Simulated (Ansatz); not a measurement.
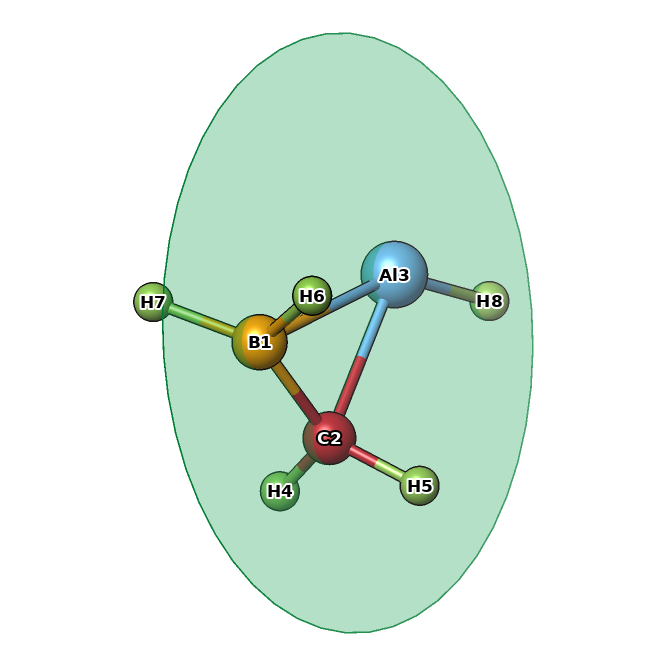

A disc through the centre of mass is drawn in. Atoms fade into the background with distance from the viewer. State: neutral, doublet. The computed structure is the end point of a PBE-D4/def2-SVP optimisation. No frequency run is at hand to confirm it as a minimum.

Is the plane of the disc a mirror plane of the structure?

Answer. Yes. The reflection leaves B1, C2, Al3, H8 in place and moves H4 ↔ H5; H6 ↔ H7. The point group is Cs.
